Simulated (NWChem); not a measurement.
# Single-point calculation of C₂H₅AlN₂

C₂H₅AlN₂, computed with HF/3-21G, RHF (NWChem 7.3.0).

A bond length was changed on purpose from its optimised value.

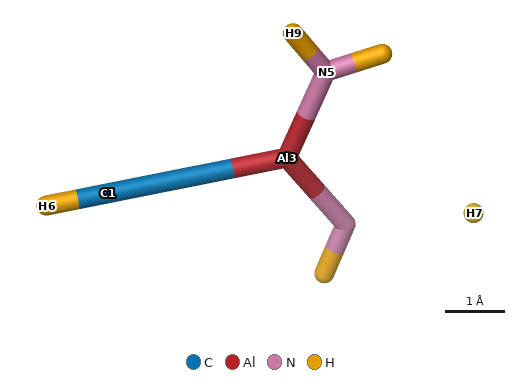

**Figure 1.** The structure (stick view, seen at a tilt; atoms are numbered from 1 in the order of the input). Sticks mark near contacts. Bond lengths as drawn: Al–C 1.91 Å, Al–N 1.76 Å, C–C 1.21 Å, C–H 1.07 Å and H–N 1.01 Å.

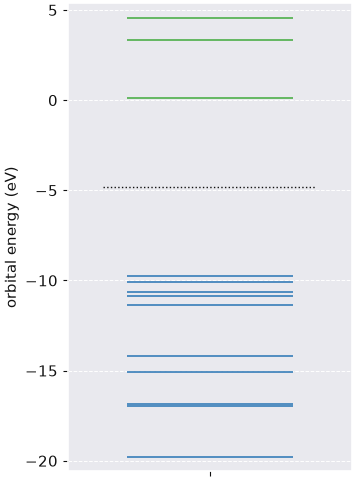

**Figure 2.** Orbital energies near the frontier; the dotted line parts filled from empty levels, and levels within 0.02 eV of each other stand side by side. Highest filled −9.76 eV, lowest empty 0.10 eV, 9.86 eV apart.

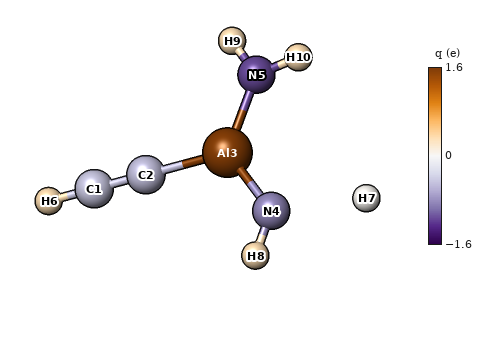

**Figure 3.** Mulliken charges, as the colour of each atom (ball-and-stick view, seen at a tilt; atoms are numbered from 1 in the order of the input; Mulliken charges depend strongly on the basis). By element: C −0.49 to −0.45, Al +1.55, N −1.12 to −0.83 and H +0.03 to +0.33 e.

The input and output of the run follow.

## Input
```python
from ase import Atoms
from ase.calculators.nwchem import NWChem

mol = Atoms(['C', 'C', 'Al', 'N', 'N', 'H', 'H', 'H', 'H', 'H'], positions=[
    [-3.303851, 1.880734, 1.255976],
    [-2.281651, 1.353234, 0.880476],
    [-0.670051, 0.521634, 0.288476],
    [-0.688151, -1.201466, -0.084324],
    [0.786649, 1.502534, 0.132776],
    [-4.204851, 2.345634, 1.586876],
    [1.027400, -2.410800, -0.785900],
    [-1.510551, -1.775566, -0.001024],
    [0.814249, 2.486734, 0.341376],
    [1.691949, 1.183034, -0.167624],
])

calc = NWChem(
    label='c2h5aln2',
    theory='scf',
    memory='2200 mb',
    basis='3-21G',
    basispar='spherical bse',
    scf={'nopen': '0', 'rhf': None, 'thresh': '1e-08', 'maxiter': '80'},
    task='energy',
)
mol.calc = calc

e = mol.get_potential_energy()
print(f"E = {e:.6f} eV")
print("dipole (e A):", mol.get_dipole_moment().round(4))
```

## File c2h5aln2.nwi
```
title "c2h5aln2"

permanent_dir c2h5aln2

scratch_dir c2h5aln2

start c2h5aln2

geometry units angstrom nocenter noautosym noautoz
  C  -3.3038509999999999e+00 1.8807339999999999e+00 1.2559760000000000e+00
  C  -2.2816510000000001e+00 1.3532340000000000e+00 8.8047600000000004e-01
  Al -6.7005099999999995e-01 5.2163400000000004e-01 2.8847600000000001e-01
  N  -6.8815099999999996e-01 -1.2014659999999999e+00 -8.4323999999999996e-02
  N  7.8664900000000004e-01 1.5025340000000000e+00 1.3277600000000001e-01
  H  -4.2048509999999997e+00 2.3456340000000000e+00 1.5868760000000000e+00
  H  1.0274000000000001e+00 -2.4108000000000001e+00 -7.8590000000000004e-01
  H  -1.5105510000000000e+00 -1.7755660000000000e+00 -1.0240000000000000e-03
  H  8.1424900000000000e-01 2.4867340000000002e+00 3.4137600000000001e-01
  H  1.6919489999999999e+00 1.1830339999999999e+00 -1.6762400000000000e-01
end

memory 2200 mb

basis spherical bse noprint
   * library 3-21G
end

scf
  nopen 0
  rhf
  thresh 1e-08
  maxiter 80
end

task scf energy
```

Launch command:
```bash
export ASE_NWCHEM_COMMAND="nwchem PREFIX.nwi > PREFIX.nwo"
python run.py
```

## What the program printed
```
E = -11616.717426 eV
dipole (e A): [-0.0632  0.0577  0.0286]
```

## Summary

```tsv
quantity	value
outcome	converged
total energy	−426.906495 hartree
basis functions	59
HOMO	−9.76 eV
LUMO	0.10 eV
dipole moment	0.43 D
hardware	1 thread of Intel Xeon (Sapphire Rapids), 16 GiB of memory available, shared host
wall time	5.1 s
peak memory	0.098 GiB
```
